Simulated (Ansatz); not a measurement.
**C₂H₅ClSn (SMILES C[CH2][Sn][Cl]): density, localisation and related maps**

```xyz
9

C    -0.3451    0.9187    0.0424
C     0.2952   -0.3106    0.6765
Sn    1.5081   -1.5023   -0.7058
Cl   -0.2779   -1.8567   -2.2443
H    -0.9810    0.6418   -0.8013
H    -0.9664    1.4645    0.7592
H     0.4037    1.6252   -0.3291
H     0.9280   -0.0363    1.5272
H    -0.4762   -0.9906    1.0580
```

Geometry: PBE0-D4/def2-TZVP; core potentials replace the inner electrons of Sn.

Computed with Ansatz, RKS PBE0-D4/def2-TZVPP.

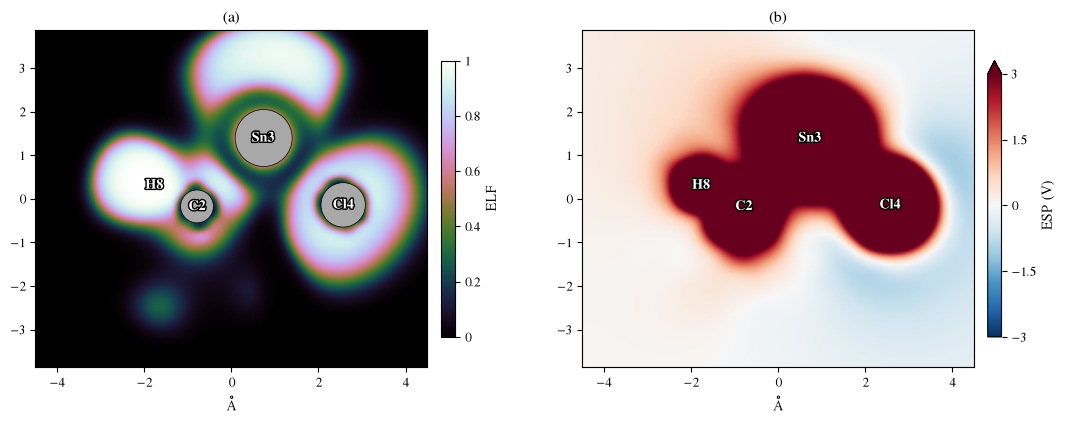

Figure 1. (a) electron localisation function; (b) molecular electrostatic potential on the plane of atoms C2, Sn3 and Cl4. Grey discs cover the atomic cores in the ELF map.

Q: Interpret the plot.

A:
- Atoms in the plane: C, Sn, Cl and H.
- C–Sn (2.19 Å): the ELF peaks at about 0.90 in the valence shell of C, 0.7 Å from its nucleus, and drops to about 0.20 between the two atoms.
- Sn–Cl (2.38 Å): the ELF peaks at about 0.85 in the valence shell of Cl, 0.8 Å from its nucleus, and drops to about 0.15 between the two atoms.
- C–H (1.10 Å): the ELF climbs to about 1 towards the hydrogen, as it does in any bond to H: a covalent bond by its length.
- The ELF also peaks beside Cl4, away from the bonds: lone-pair regions.
- Outside the dense part of the molecule the potential is most negative (−1.0 V) near Cl4.

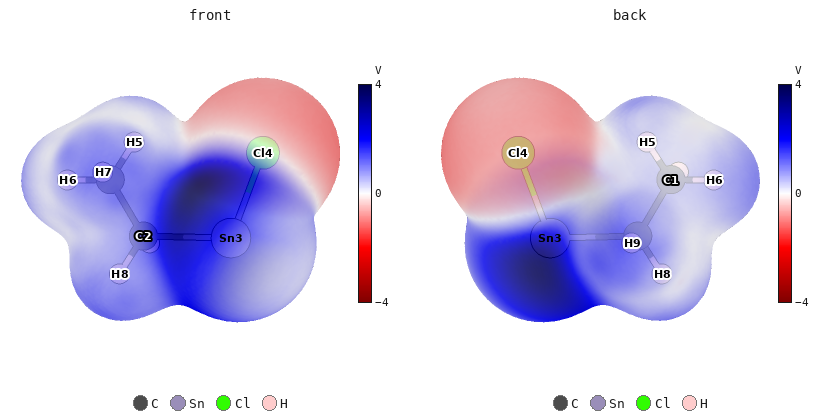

Figure 2. The electrostatic potential painted on the density surface at 0.004 e/bohr³, seen from the front and from behind; red is negative and blue positive.

Q: Which sites attract a positive test charge, and which a negative one?

A: A positive charge is drawn to the negative regions and a negative charge to the positive ones. The most negative region (about −1.0 V, or −23 kcal/mol for a unit charge) lies over Cl4, the most positive (about +3.9 V, or +90 kcal/mol for a unit charge) over Sn3.

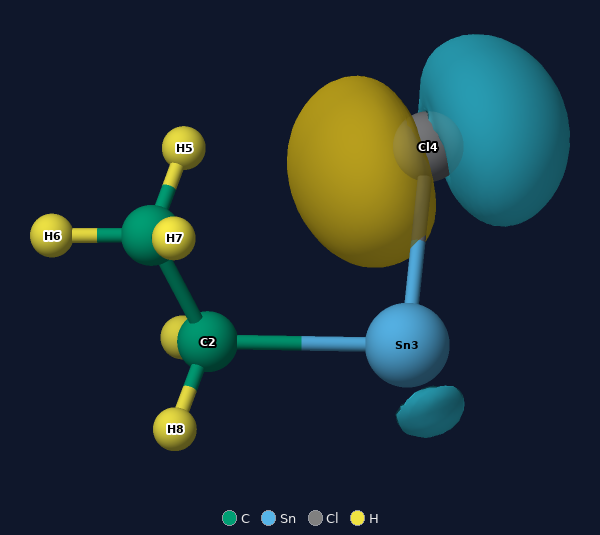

Figure 3. The HOMO−1 at ±0.15 Å⁻³ᐟ² (yellow and cyan are the two phases), seen at a tilt.

Q: Describe this orbital and give its energy.

A: Its weight (Hirshfeld) is mainly on Cl4 (about 80 %) and Sn3 (about 15 %); largely a lone pair of Cl4. Its energy is −8.65 eV.

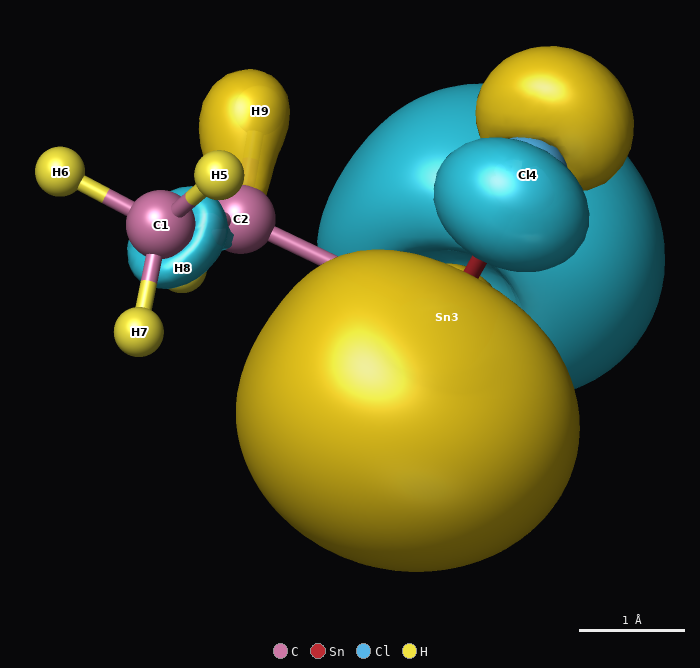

Figure 4. The LUMO at ±0.08 Å⁻³ᐟ² (yellow and cyan are the two phases), seen from one side.

Q: Describe this orbital and give its energy.

A: It lies mainly on Sn3 (about 85 %) and Cl4 (about 10 %). Its energy is −2.73 eV.
